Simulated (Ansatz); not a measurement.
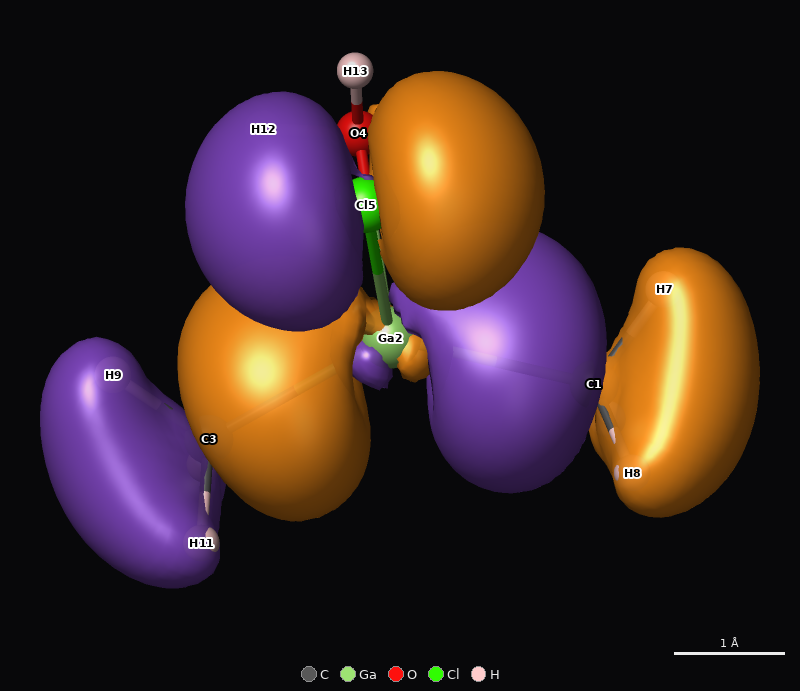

The picture shows: C₂H₈ClGaO (SMILES [CH3][Ga-]([CH3])([OH2+])[Cl]). The HOMO at ±0.08 Å⁻³ᐟ² (orange and purple are the two phases), seen across its widest extent.

Geometry: PBE0-D4/def2-TZVP.

Method: Ansatz 0.2.0, RKS PBE0-D4/def2-TZVPP.

```xyz
13

C    -1.8032    0.2551   -0.8591
Ga    0.0836    0.0049   -0.3979
C     1.0199   -1.5458    0.3672
O     0.3561    1.4406    1.2236
Cl    1.4406    1.3130   -1.5978
H    -2.4581   -0.1450   -0.0821
H    -2.0229    1.3153   -0.9938
H    -2.0337   -0.2587   -1.7953
H     2.0499   -1.2941    0.6281
H     0.5091   -1.9266    1.2553
H     1.0560   -2.3574   -0.3634
H     0.9312    1.0927    1.9137
H     0.8920    2.0712    0.7166
```

### What is the character of this orbital?

By Hirshfeld shares it lies mainly on Cl5 (about 30 %), C1 (about 20 %), C3 (about 20 %) and Ga2 (about 15 %). Its energy is −7.48 eV.
